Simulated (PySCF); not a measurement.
System: C4H8O2P (charge −1).

Input file:

```
{"job": {"kind": "uv", "xc": "PBE0", "basis": "def2-SVPD", "nstates": 6, "ntriplets": 2}, "charge": -1, "multiplicity": 1}
C      2.124626    -0.401205    -0.265913
P      0.847001     0.472350     0.784301
O      0.725642     1.888815     0.337279
O      1.106851     0.187010     2.224567
C     -0.647128    -0.472762     0.229227
C     -1.342360     0.027688    -0.991890
C     -1.926910     0.284628     0.358470
H      3.082981     0.074460    -0.060681
H      2.187064    -1.454024    -0.001565
H      1.893856    -0.297413    -1.323392
H     -0.661090    -1.536908     0.437442
H     -1.836587    -0.680332    -1.648499
H     -0.881950     0.863710    -1.497642
H     -2.832790    -0.236623     0.645962
H     -1.843617     1.288595     0.750421
```

Launched as:

```sh
OMP_NUM_THREADS=1 python probes_run.py task.json out
```

Geometry: GFN2-xTB.

Level of theory: PBE0/def2-SVPD, SCF density, gas phase (PySCF 2.14.0).

> Predict the electron density and electron localisation function between the atoms.

C–C (1.49 Å): ρ at the midpoint is about 1.6 e/Å³; the ELF peaks at about 0.85 between the atoms (a shared electron pair).
C–H (1.09 Å): ρ is about 1.9 e/Å³ halfway; the ELF climbs to about 1 towards the hydrogen, as it does in any bond to H: a covalent bond by its length.

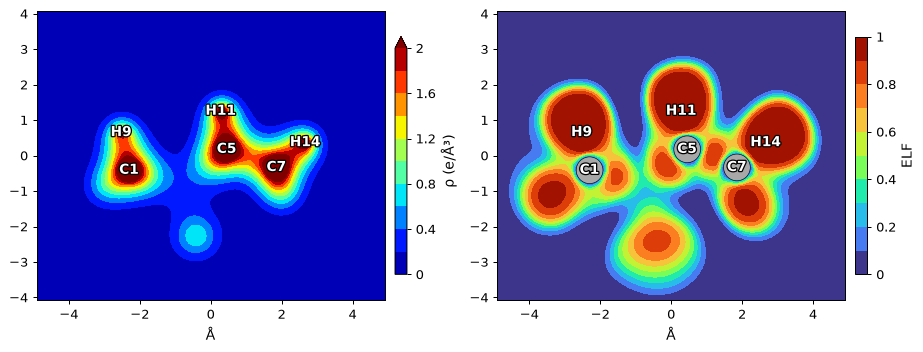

Computed electron density and electron localisation function on the plane of atoms C7, C5 and H11, in this order. Grey discs cover the atomic cores in the ELF map. 
